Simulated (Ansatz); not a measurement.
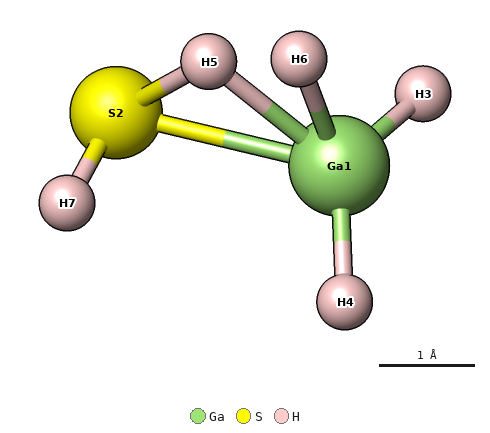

**Figure 1.** The input geometry (ball-and-stick view, seen on its broad side; atoms are numbered from 1 in the order of the input). Sticks mark near contacts.

Run report: GaH$_{5}$S, molecular dynamics (part 1 of 5)

The run: molecular dynamics of GaH$_{5}$S. Method and program: RKS PBE0/def2-SVP (Ansatz 0.2.0).

It belongs to a series of runs on one base structure; here: dynamics from the highest image of the converged band. Figures and captions count atoms from 1; the log counts them from 0 in places.

The input:
```yaml
crystal:
  periodic: [false, false, false]
  atoms:
    - { symbol: Ga, position_ang: [-0.413066, -0.758487, 0.311297] }
    - { symbol: S, position_ang: [-0.232249, 1.378019, -0.922338] }
    - { symbol: H, position_ang: [-1.13747, -1.754537, -0.637687] }
    - { symbol: H, position_ang: [-0.527877, -0.460558, 1.83439] }
    - { symbol: H, position_ang: [0.905454, 0.229894, -0.600733] }
    - { symbol: H, position_ang: [1.258612, -0.722006, -0.148465] }
    - { symbol: H, position_ang: [0.146699, 2.087574, 0.163536] }
basis:
  gaussian: { orbitals: def2-SVP }
hamiltonian:
  xc: pbe0
md:
  timestep: 0.5
  n_steps: 166
  ensemble: nve
  temperature: 300.0
  initial_velocities: maxwell_boltzmann
  seed: 11819
```

Run on 2 threads of AMD EPYC (Zen 3), 16 GiB of memory available, shared host.

Launched with:
```bash
ansatz run input.yaml --threads 2 --pin off --max-ram 3072MiB --backend cpu --events-out ev --progress --plain --runs-dir out
```

What the program printed:
```
Engine: ansatz 0.2.0, x86_64-unknown-linux-gnu
Functional definition: PBE0
  parameter a = 0.25
  parameter kappa = 0.804
  parameter beta = 0.06672455060314922
  exchange = (1 - a)*pbe_x(kappa = kappa, mu = beta*pi^2/3) + a*exact_x
  correlation = pbe_c(beta = beta)
788 factors; integrals over basis functions are off by at most 2.8e-4 eV
mean field evaluation 1: about -63272.0951 eV, gradient 2.0e1 eV
mean field evaluation 2: about -63272.1184 eV, gradient 2.3e1 eV
mean field evaluation 4: about -63272.7013 eV, gradient 4.4e-1 eV
mean field evaluation 8: about -63272.6996 eV, gradient 9.0e-3 eV
mean field -63272.69961321 eV, -2325.2288230094 hartree, gradient 4.2e-5 eV, S^2 0.000000; 0 other end points of the search recorded, 0 dependent functions left out
the calculation of the forces begins
reference -63272.69964009 eV, -2325.2288239972 hartree; 26, 26 occupied and 49, 49 virtual orbitals, 788 factors
md step     0: t =     0.00 fs  T =   300.0 K  F+E_penalty+E_count = -63272.69961321 eV  E_kin = 0.193890 eV  conserved = -63272.50572322 eV  (22 SCF iters)
these checks for a lower state are left out or cut short: starts, cluster_reference, orbital_swaps, neighbouring_geometries, increment
788 factors; integrals over basis functions are off by at most 2.8e-4 eV
mean field evaluation 16: about -63272.6980 eV, gradient 2.7e-2 eV
mean field -63272.69795435 eV, -2325.2287620474 hartree, gradient 4.7e-5 eV, S^2 0.000000; 0 other end points of the search recorded, 0 dependent functions left out
the calculation of the forces begins
reference -63272.69798128 eV, -2325.2287630369 hartree; 26, 26 occupied and 49, 49 virtual orbitals, 788 factors
md step     1: t =     0.50 fs  T =   297.5 K  F+E_penalty+E_count = -63272.69795435 eV  E_kin = 0.192252 eV  conserved = -63272.50570285 eV  (23 SCF iters)
[... from here on the SCF iterations and repeated set-up lines of each step are left out, up to the last step ...]
md step     2: t =     1.00 fs  T =   290.0 K  F+E_penalty+E_count = -63272.69310081 eV  E_kin = 0.187436 eV  conserved = -63272.50566473 eV  (23 SCF iters)
md step     3: t =     1.50 fs  T =   278.5 K  F+E_penalty+E_count = -63272.68561712 eV  E_kin = 0.180004 eV  conserved = -63272.50561339 eV  (23 SCF iters)
md step     4: t =     2.00 fs  T =   264.2 K  F+E_penalty+E_count = -63272.67628773 eV  E_kin = 0.170735 eV  conserved = -63272.50555277 eV  (23 SCF iters)
md step     5: t =     2.50 fs  T =   248.4 K  F+E_penalty+E_count = -63272.66604873 eV  E_kin = 0.160561 eV  conserved = -63272.50548779 eV  (23 SCF iters)
md step     6: t =     3.00 fs  T =   232.8 K  F+E_penalty+E_count = -63272.65591102 eV  E_kin = 0.150488 eV  conserved = -63272.50542334 eV  (23 SCF iters)
md step     7: t =     3.50 fs  T =   219.0 K  F+E_penalty+E_count = -63272.64688382 eV  E_kin = 0.141520 eV  conserved = -63272.50536406 eV  (23 SCF iters)
md step     8: t =     4.00 fs  T =   208.2 K  F+E_penalty+E_count = -63272.63990139 eV  E_kin = 0.134587 eV  conserved = -63272.50531435 eV  (23 SCF iters)
md step     9: t =     4.50 fs  T =   201.9 K  F+E_penalty+E_count = -63272.63575454 eV  E_kin = 0.130476 eV  conserved = -63272.50527833 eV  (22 SCF iters)
md step    10: t =     5.00 fs  T =   200.8 K  F+E_penalty+E_count = -63272.63502824 eV  E_kin = 0.129768 eV  conserved = -63272.50525987 eV  (23 SCF iters)
md step    11: t =     5.50 fs  T =   205.5 K  F+E_penalty+E_count = -63272.63804680 eV  E_kin = 0.132785 eV  conserved = -63272.50526177 eV  (23 SCF iters)
md step    12: t =     6.00 fs  T =   215.9 K  F+E_penalty+E_count = -63272.64483313 eV  E_kin = 0.139547 eV  conserved = -63272.50528600 eV  (23 SCF iters)
md step    13: t =     6.50 fs  T =   231.7 K  F+E_penalty+E_count = -63272.65508861 eV  E_kin = 0.149757 eV  conserved = -63272.50533195 eV  (23 SCF iters)
md step    14: t =     7.00 fs  T =   251.9 K  F+E_penalty+E_count = -63272.66821270 eV  E_kin = 0.162818 eV  conserved = -63272.50539497 eV  (23 SCF iters)
md step    15: t =     7.50 fs  T =   275.3 K  F+E_penalty+E_count = -63272.68338444 eV  E_kin = 0.177920 eV  conserved = -63272.50546463 eV  (23 SCF iters)
md step    16: t =     8.00 fs  T =   300.5 K  F+E_penalty+E_count = -63272.69972888 eV  E_kin = 0.194206 eV  conserved = -63272.50552330 eV  (23 SCF iters)
md step    17: t =     8.50 fs  T =   326.5 K  F+E_penalty+E_count = -63272.71657587 eV  E_kin = 0.211026 eV  conserved = -63272.50555015 eV  (23 SCF iters)
md step    18: t =     9.00 fs  T =   353.1 K  F+E_penalty+E_count = -63272.73375955 eV  E_kin = 0.228231 eV  conserved = -63272.50552878 eV  (23 SCF iters)
md step    19: t =     9.50 fs  T =   381.2 K  F+E_penalty+E_count = -63272.75183100 eV  E_kin = 0.246371 eV  conserved = -63272.50546000 eV  (24 SCF iters)
md step    20: t =    10.00 fs  T =   412.5 K  F+E_penalty+E_count = -63272.77199819 eV  E_kin = 0.266626 eV  conserved = -63272.50537249 eV  (23 SCF iters)
md step    21: t =    10.50 fs  T =   449.3 K  F+E_penalty+E_count = -63272.79566792 eV  E_kin = 0.290352 eV  conserved = -63272.50531545 eV  (23 SCF iters)
md step    22: t =    11.00 fs  T =   492.6 K  F+E_penalty+E_count = -63272.82371365 eV  E_kin = 0.318382 eV  conserved = -63272.50533115 eV  (23 SCF iters)
md step    23: t =    11.50 fs  T =   542.2 K  F+E_penalty+E_count = -63272.85587273 eV  E_kin = 0.350448 eV  conserved = -63272.50542434 eV  (23 SCF iters)
md step    24: t =    12.00 fs  T =   595.9 K  F+E_penalty+E_count = -63272.89070423 eV  E_kin = 0.385148 eV  conserved = -63272.50555598 eV  (23 SCF iters)
md step    25: t =    12.50 fs  T =   650.7 K  F+E_penalty+E_count = -63272.92618691 eV  E_kin = 0.420518 eV  conserved = -63272.50566927 eV  (23 SCF iters)
md step    26: t =    13.00 fs  T =   703.8 K  F+E_penalty+E_count = -63272.96059017 eV  E_kin = 0.454869 eV  conserved = -63272.50572126 eV  (22 SCF iters)
md step    27: t =    13.50 fs  T =   754.2 K  F+E_penalty+E_count = -63272.99313023 eV  E_kin = 0.487428 eV  conserved = -63272.50570240 eV  (23 SCF iters)
md step    28: t =    14.00 fs  T =   802.3 K  F+E_penalty+E_count = -63273.02413192 eV  E_kin = 0.518500 eV  conserved = -63272.50563149 eV  (23 SCF iters)
md step    29: t =    14.50 fs  T =   849.7 K  F+E_penalty+E_count = -63273.05473695 eV  E_kin = 0.549192 eV  conserved = -63272.50554474 eV  (23 SCF iters)
md step    30: t =    15.00 fs  T =   898.7 K  F+E_penalty+E_count = -63273.08634262 eV  E_kin = 0.580861 eV  conserved = -63272.50548170 eV  (23 SCF iters)
md step    31: t =    15.50 fs  T =   950.8 K  F+E_penalty+E_count = -63273.11997020 eV  E_kin = 0.614492 eV  conserved = -63272.50547847 eV  (23 SCF iters)
md step    32: t =    16.00 fs  T =  1005.9 K  F+E_penalty+E_count = -63273.15569418 eV  E_kin = 0.650134 eV  conserved = -63272.50556060 eV  (23 SCF iters)
md step    33: t =    16.50 fs  T =  1062.2 K  F+E_penalty+E_count = -63273.19225858 eV  E_kin = 0.686527 eV  conserved = -63272.50573160 eV  (22 SCF iters)
md step    34: t =    17.00 fs  T =  1115.8 K  F+E_penalty+E_count = -63273.22706955 eV  E_kin = 0.721116 eV  conserved = -63272.50595405 eV  (22 SCF iters)
md step    35: t =    17.50 fs  T =  1161.5 K  F+E_penalty+E_count = -63273.25683268 eV  E_kin = 0.750696 eV  conserved = -63272.50613680 eV  (23 SCF iters)
md step    36: t =    18.00 fs  T =  1195.8 K  F+E_penalty+E_count = -63273.27898881 eV  E_kin = 0.772835 eV  conserved = -63272.50615356 eV  (23 SCF iters)
md step    37: t =    18.50 fs  T =  1218.7 K  F+E_penalty+E_count = -63273.29357191 eV  E_kin = 0.787643 eV  conserved = -63272.50592861 eV  (22 SCF iters)
md step    38: t =    19.00 fs  T =  1235.7 K  F+E_penalty+E_count = -63273.30419528 eV  E_kin = 0.798645 eV  conserved = -63272.50555029 eV  (22 SCF iters)
md step    39: t =    19.50 fs  T =  1255.3 K  F+E_penalty+E_count = -63273.31658322 eV  E_kin = 0.811305 eV  conserved = -63272.50527842 eV  (23 SCF iters)
md step    40: t =    20.00 fs  T =  1283.3 K  F+E_penalty+E_count = -63273.33474990 eV  E_kin = 0.829414 eV  conserved = -63272.50533556 eV  (23 SCF iters)
md step    41: t =    20.50 fs  T =  1318.5 K  F+E_penalty+E_count = -63273.35784612 eV  E_kin = 0.852176 eV  conserved = -63272.50567048 eV  (24 SCF iters)
md step    42: t =    21.00 fs  T =  1353.7 K  F+E_penalty+E_count = -63273.38089961 eV  E_kin = 0.874888 eV  conserved = -63272.50601158 eV  (23 SCF iters)
md step    43: t =    21.50 fs  T =  1381.2 K  F+E_penalty+E_count = -63273.39877876 eV  E_kin = 0.892653 eV  conserved = -63272.50612610 eV  (23 SCF iters)
md step    44: t =    22.00 fs  T =  1398.3 K  F+E_penalty+E_count = -63273.40968257 eV  E_kin = 0.903698 eV  conserved = -63272.50598427 eV  (23 SCF iters)
md step    45: t =    22.50 fs  T =  1408.0 K  F+E_penalty+E_count = -63273.41572203 eV  E_kin = 0.910013 eV  conserved = -63272.50570884 eV  (23 SCF iters)
md step    46: t =    23.00 fs  T =  1416.8 K  F+E_penalty+E_count = -63273.42113282 eV  E_kin = 0.915678 eV  conserved = -63272.50545454 eV  (23 SCF iters)
md step    47: t =    23.50 fs  T =  1430.5 K  F+E_penalty+E_count = -63273.42985101 eV  E_kin = 0.924511 eV  conserved = -63272.50534020 eV  (23 SCF iters)
md step    48: t =    24.00 fs  T =  1451.7 K  F+E_penalty+E_count = -63273.44363380 eV  E_kin = 0.938216 eV  conserved = -63272.50541750 eV  (23 SCF iters)
md step    49: t =    24.50 fs  T =  1478.5 K  F+E_penalty+E_count = -63273.46120027 eV  E_kin = 0.955529 eV  conserved = -63272.50567106 eV  (23 SCF iters)
md step    50: t =    25.00 fs  T =  1504.7 K  F+E_penalty+E_count = -63273.47850894 eV  E_kin = 0.972501 eV  conserved = -63272.50600823 eV  (22 SCF iters)
md step    51: t =    25.50 fs  T =  1522.6 K  F+E_penalty+E_count = -63273.49029582 eV  E_kin = 0.984036 eV  conserved = -63272.50625946 eV  (23 SCF iters)
md step    52: t =    26.00 fs  T =  1526.4 K  F+E_penalty+E_count = -63273.49275146 eV  E_kin = 0.986514 eV  conserved = -63272.50623756 eV  (23 SCF iters)
md step    53: t =    26.50 fs  T =  1517.0 K  F+E_penalty+E_count = -63273.48631325 eV  E_kin = 0.980431 eV  conserved = -63272.50588243 eV  (23 SCF iters)
md step    54: t =    27.00 fs  T =  1502.3 K  F+E_penalty+E_count = -63273.47636594 eV  E_kin = 0.970961 eV  conserved = -63272.50540468 eV  (23 SCF iters)
md step    55: t =    27.50 fs  T =  1492.8 K  F+E_penalty+E_count = -63273.46999273 eV  E_kin = 0.964812 eV  conserved = -63272.50518055 eV  (23 SCF iters)
md step    56: t =    28.00 fs  T =  1493.3 K  F+E_penalty+E_count = -63273.47048957 eV  E_kin = 0.965100 eV  conserved = -63272.50538934 eV  (23 SCF iters)
md step    57: t =    28.50 fs  T =  1499.3 K  F+E_penalty+E_count = -63273.47481562 eV  E_kin = 0.969005 eV  conserved = -63272.50581030 eV  (23 SCF iters)
md step    58: t =    29.00 fs  T =  1501.9 K  F+E_penalty+E_count = -63273.47674138 eV  E_kin = 0.970666 eV  conserved = -63272.50607540 eV  (23 SCF iters)
md step    59: t =    29.50 fs  T =  1495.0 K  F+E_penalty+E_count = -63273.47223906 eV  E_kin = 0.966223 eV  conserved = -63272.50601582 eV  (23 SCF iters)
md step    60: t =    30.00 fs  T =  1479.8 K  F+E_penalty+E_count = -63273.46213887 eV  E_kin = 0.956417 eV  conserved = -63272.50572230 eV  (23 SCF iters)
md step    61: t =    30.50 fs  T =  1463.0 K  F+E_penalty+E_count = -63273.45093456 eV  E_kin = 0.945544 eV  conserved = -63272.50539105 eV  (23 SCF iters)
md step    62: t =    31.00 fs  T =  1452.3 K  F+E_penalty+E_count = -63273.44381259 eV  E_kin = 0.938625 eV  conserved = -63272.50518716 eV  (24 SCF iters)
md step    63: t =    31.50 fs  T =  1452.6 K  F+E_penalty+E_count = -63273.44401056 eV  E_kin = 0.938815 eV  conserved = -63272.50519543 eV  (23 SCF iters)
md step    64: t =    32.00 fs  T =  1463.7 K  F+E_penalty+E_count = -63273.45140666 eV  E_kin = 0.945989 eV  conserved = -63272.50541759 eV  (23 SCF iters)
md step    65: t =    32.50 fs  T =  1480.3 K  F+E_penalty+E_count = -63273.46248651 eV  E_kin = 0.956714 eV  conserved = -63272.50577270 eV  (23 SCF iters)
md step    66: t =    33.00 fs  T =  1494.0 K  F+E_penalty+E_count = -63273.47169023 eV  E_kin = 0.965593 eV  conserved = -63272.50609688 eV  (23 SCF iters)
md step    67: t =    33.50 fs  T =  1497.5 K  F+E_penalty+E_count = -63273.47404677 eV  E_kin = 0.967863 eV  conserved = -63272.50618426 eV  (23 SCF iters)
md step    68: t =    34.00 fs  T =  1489.1 K  F+E_penalty+E_count = -63273.46831852 eV  E_kin = 0.962402 eV  conserved = -63272.50591615 eV  (23 SCF iters)
md step    69: t =    34.50 fs  T =  1474.8 K  F+E_penalty+E_count = -63273.45861906 eV  E_kin = 0.953186 eV  conserved = -63272.50543314 eV  (23 SCF iters)
md step    70: t =    35.00 fs  T =  1465.3 K  F+E_penalty+E_count = -63273.45214586 eV  E_kin = 0.947031 eV  conserved = -63272.50511467 eV  (23 SCF iters)
md step    71: t =    35.50 fs  T =  1467.4 K  F+E_penalty+E_count = -63273.45358984 eV  E_kin = 0.948350 eV  conserved = -63272.50523948 eV  (24 SCF iters)
md step    72: t =    36.00 fs  T =  1478.4 K  F+E_penalty+E_count = -63273.46114948 eV  E_kin = 0.955475 eV  conserved = -63272.50567456 eV  (24 SCF iters)
md step    73: t =    36.50 fs  T =  1489.1 K  F+E_penalty+E_count = -63273.46842093 eV  E_kin = 0.962389 eV  conserved = -63272.50603148 eV  (24 SCF iters)
md step    74: t =    37.00 fs  T =  1491.5 K  F+E_penalty+E_count = -63273.47002568 eV  E_kin = 0.963962 eV  conserved = -63272.50606321 eV  (24 SCF iters)
md step    75: t =    37.50 fs  T =  1484.7 K  F+E_penalty+E_count = -63273.46540196 eV  E_kin = 0.959593 eV  conserved = -63272.50580942 eV  (24 SCF iters)
md step    76: t =    38.00 fs  T =  1474.5 K  F+E_penalty+E_count = -63273.45841528 eV  E_kin = 0.952954 eV  conserved = -63272.50546174 eV  (24 SCF iters)
md step    77: t =    38.50 fs  T =  1468.8 K  F+E_penalty+E_count = -63273.45448412 eV  E_kin = 0.949276 eV  conserved = -63272.50520843 eV  (24 SCF iters)
md step    78: t =    39.00 fs  T =  1473.7 K  F+E_penalty+E_count = -63273.45761597 eV  E_kin = 0.952458 eV  conserved = -63272.50515786 eV  (23 SCF iters)
md step    79: t =    39.50 fs  T =  1490.4 K  F+E_penalty+E_count = -63273.46860559 eV  E_kin = 0.963270 eV  conserved = -63272.50533585 eV  (23 SCF iters)
md step    80: t =    40.00 fs  T =  1514.7 K  F+E_penalty+E_count = -63273.48463275 eV  E_kin = 0.978953 eV  conserved = -63272.50568020 eV  (23 SCF iters)
md step    81: t =    40.50 fs  T =  1538.4 K  F+E_penalty+E_count = -63273.50029056 eV  E_kin = 0.994248 eV  conserved = -63272.50604270 eV  (23 SCF iters)
md step    82: t =    41.00 fs  T =  1553.1 K  F+E_penalty+E_count = -63273.50998668 eV  E_kin = 1.003771 eV  conserved = -63272.50621612 eV  (23 SCF iters)
md step    83: t =    41.50 fs  T =  1555.2 K  F+E_penalty+E_count = -63273.51115139 eV  E_kin = 1.005107 eV  conserved = -63272.50604461 eV  (24 SCF iters)
md step    84: t =    42.00 fs  T =  1548.6 K  F+E_penalty+E_count = -63273.50645690 eV  E_kin = 1.000854 eV  conserved = -63272.50560255 eV  (23 SCF iters)
md step    85: t =    42.50 fs  T =  1543.0 K  F+E_penalty+E_count = -63273.50250928 eV  E_kin = 0.997271 eV  conserved = -63272.50523795 eV  (23 SCF iters)
md step    86: t =    43.00 fs  T =  1546.3 K  F+E_penalty+E_count = -63273.50466428 eV  E_kin = 0.999378 eV  conserved = -63272.50528583 eV  (23 SCF iters)
md step    87: t =    43.50 fs  T =  1557.4 K  F+E_penalty+E_count = -63273.51221623 eV  E_kin = 1.006515 eV  conserved = -63272.50570080 eV  (23 SCF iters)
md step    88: t =    44.00 fs  T =  1567.3 K  F+E_penalty+E_count = -63273.51905361 eV  E_kin = 1.012945 eV  conserved = -63272.50610851 eV  (23 SCF iters)
md step    89: t =    44.50 fs  T =  1567.1 K  F+E_penalty+E_count = -63273.51904797 eV  E_kin = 1.012841 eV  conserved = -63272.50620649 eV  (23 SCF iters)
md step    90: t =    45.00 fs  T =  1554.4 K  F+E_penalty+E_count = -63273.51061858 eV  E_kin = 1.004637 eV  conserved = -63272.50598187 eV  (23 SCF iters)
md step    91: t =    45.50 fs  T =  1534.1 K  F+E_penalty+E_count = -63273.49712687 eV  E_kin = 0.991510 eV  conserved = -63272.50561731 eV  (23 SCF iters)
md step    92: t =    46.00 fs  T =  1514.6 K  F+E_penalty+E_count = -63273.48421296 eV  E_kin = 0.978898 eV  conserved = -63272.50531518 eV  (23 SCF iters)
md step    93: t =    46.50 fs  T =  1503.1 K  F+E_penalty+E_count = -63273.47663295 eV  E_kin = 0.971427 eV  conserved = -63272.50520594 eV  (23 SCF iters)
md step    94: t =    47.00 fs  T =  1502.1 K  F+E_penalty+E_count = -63273.47612443 eV  E_kin = 0.970793 eV  conserved = -63272.50533150 eV  (23 SCF iters)
md step    95: t =    47.50 fs  T =  1508.7 K  F+E_penalty+E_count = -63273.48070612 eV  E_kin = 0.975059 eV  conserved = -63272.50564679 eV  (23 SCF iters)
md step    96: t =    48.00 fs  T =  1515.4 K  F+E_penalty+E_count = -63273.48543322 eV  E_kin = 0.979415 eV  conserved = -63272.50601790 eV  (23 SCF iters)
md step    97: t =    48.50 fs  T =  1513.8 K  F+E_penalty+E_count = -63273.48458355 eV  E_kin = 0.978343 eV  conserved = -63272.50624058 eV  (23 SCF iters)
md step    98: t =    49.00 fs  T =  1498.9 K  F+E_penalty+E_count = -63273.47484977 eV  E_kin = 0.968717 eV  conserved = -63272.50613326 eV  (23 SCF iters)
md step    99: t =    49.50 fs  T =  1473.4 K  F+E_penalty+E_count = -63273.45798470 eV  E_kin = 0.952271 eV  conserved = -63272.50571367 eV  (23 SCF iters)
md step   100: t =    50.00 fs  T =  1446.8 K  F+E_penalty+E_count = -63273.44033012 eV  E_kin = 0.935039 eV  conserved = -63272.50529068 eV  (23 SCF iters)
md step   101: t =    50.50 fs  T =  1428.0 K  F+E_penalty+E_count = -63273.42816147 eV  E_kin = 0.922923 eV  conserved = -63272.50523840 eV  (23 SCF iters)
md step   102: t =    51.00 fs  T =  1418.4 K  F+E_penalty+E_count = -63273.42229128 eV  E_kin = 0.916694 eV  conserved = -63272.50559728 eV  (23 SCF iters)
md step   103: t =    51.50 fs  T =  1410.3 K  F+E_penalty+E_count = -63273.41748931 eV  E_kin = 0.911461 eV  conserved = -63272.50602792 eV  (23 SCF iters)
md step   104: t =    52.00 fs  T =  1394.4 K  F+E_penalty+E_count = -63273.40735409 eV  E_kin = 0.901169 eV  conserved = -63272.50618464 eV  (23 SCF iters)
md step   105: t =    52.50 fs  T =  1367.0 K  F+E_penalty+E_count = -63273.38946500 eV  E_kin = 0.883466 eV  conserved = -63272.50599860 eV  (23 SCF iters)
```
